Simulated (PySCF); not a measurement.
# wB97X-V/STO-3G run of GeCl2 (SMILES [Cl][Ge][Cl])

Aim: the vertical ionisation energy of GeCl2 at wB97X-V/STO-3G, from 2 runs. The job is set up through a Python script.

Program for the calculation: PySCF 2.14.0.

4 further runs of the same task are left out: 4 set aside as unsound or not needed.

### Step 1. The structure to begin with

The species is GeCl2 (3 atoms), meant as a singlet with charge 0. SMILES: `[Cl][Ge][Cl]`. The shape comes from GFN2-xTB, which is rough for such elements, and wasn't checked as a minimum.

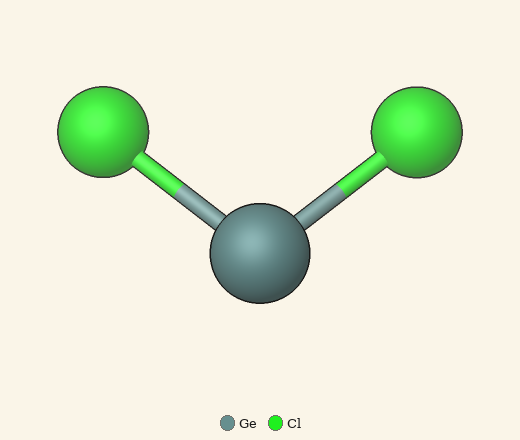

Viewed from a chosen angle; germanium teal, chlorine green.

### Step 2. A single-point energy at wB97X-V/STO-3G

input.py

```python
from pyscf import gto, dft

molecule = gto.M(
    atom='''
Ge       0.004890      -0.007110      -0.931180
Cl       1.647840      -0.018820       0.474730
Cl      -1.652730       0.025930       0.456450
''',
    basis='sto-3g',
    verbose=3,
    max_memory=1860,
    charge=0,
)

calc0 = dft.RKS(molecule, xc='wb97x-v')
calc0.conv_tol = 1e-10
calc0.grids.level = 5
calc0.nlcgrids.level = 1
calc0.kernel()
if not calc0.converged:
    calc0 = calc0.newton().run(calc0.mo_coeff, calc0.mo_occ)

e_final = calc0.e_tot
print('Final energy', e_final)
```

Run with:

```
$ OMP_NUM_THREADS=1 python input.py
```

The program printed:

```text
converged SCF energy = -2963.2442751829
Final energy -2963.244275182905
```

Wall time 23 s (1 thread of Arm Neoverse V1, shared host); peak memory 0.26 GiB.

### Step 3. The doublet cation, same level

calc.py

```python
from pyscf import gto, dft

mol = gto.M(
    atom='''
Ge   0.004890  -0.007110  -0.931180
Cl   1.647840  -0.018820   0.474730
Cl  -1.652730   0.025930   0.456450
''',
    spin=1,
    basis='sto-3g',
    charge=1,
    max_memory=1860,
    verbose=3,
)

ks = dft.UKS(mol, xc='wb97x-v')
ks.grids.level = 5
ks.conv_tol = 1e-10
ks.nlcgrids.level = 1
ks.kernel()
if not ks.converged:
    ks = ks.newton().run(ks.mo_coeff, ks.mo_occ)

e_final = ks.e_tot
print('E(%s) = %.9f' % ('WB97X-V', e_final))
```

Run with:

```
$ OMP_NUM_THREADS=1 python calc.py
```

The program printed:

```text
WARN: HOMO -0.524716664092457 >= LUMO -0.524716664092455

converged SCF energy = -2962.92472167801  <S^2> = 0.75822476  2S+1 = 2.0082079
E(WB97X-V) = -2962.924721678
```

Run time: 32 s. Hardware: 1 thread of Arm Neoverse V1, shared host; peak memory 0.27 GiB.

### Step 4. Results

Level: wB97X-V/STO-3G.

| quantity | value |
| --- | --- |
| singlet GeCl2: total energy | -2963.24428 Eh |
| singlet GeCl2: dipole moment | 2.49 D |
| singlet GeCl2: HOMO energy | -7.98 eV |
| singlet GeCl2: LUMO energy | 1.35 eV |
| singlet GeCl2: HOMO–LUMO gap | 9.33 eV |
| doublet cation: total energy | -2962.92472 Eh |
| doublet cation: HOMO energy (highest over α and β) | -16.41 eV |
| doublet cation: LUMO energy (lowest over α and β) | -9.38 eV |
| doublet cation: ⟨S²⟩ | 0.758 |
| vertical ionisation energy (to the doublet cation) | 8.695 eV |

**Reading.** The vertical ionisation energy comes to 8.70 eV (201 kcal/mol). −ε(HOMO) before ionisation, 7.98 eV, is 0.72 eV below this ionisation energy. In a minimal basis such a difference can be off by several eV, whatever the method. Mulliken charges (singlet GeCl2) run from -0.33 on Cl2 to +0.65 on Ge1; they depend strongly on the basis. Mulliken charges (doublet cation) run from -0.03 on Cl3 to +1.07 on Ge1; they depend strongly on the basis.
